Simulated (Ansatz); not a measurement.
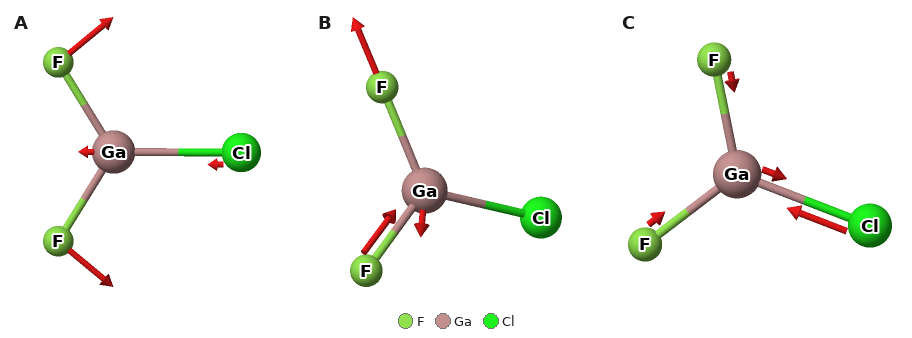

3 normal modes of one molecule or complex, as arrows. Harmonic vibrations computed with RKS PBE0-D4/def2-TZVP (Ansatz 0.2.0) at a stationary point of the same level.

Match the panels to the wavenumbers 189 cm⁻¹, 448 cm⁻¹, 741 cm⁻¹.

Answer. A: 189 cm⁻¹, F–Ga–F bending
B: 741 cm⁻¹, out-of-phase stretching of 2 Ga–F bonds
C: 448 cm⁻¹, Ga–Cl stretching
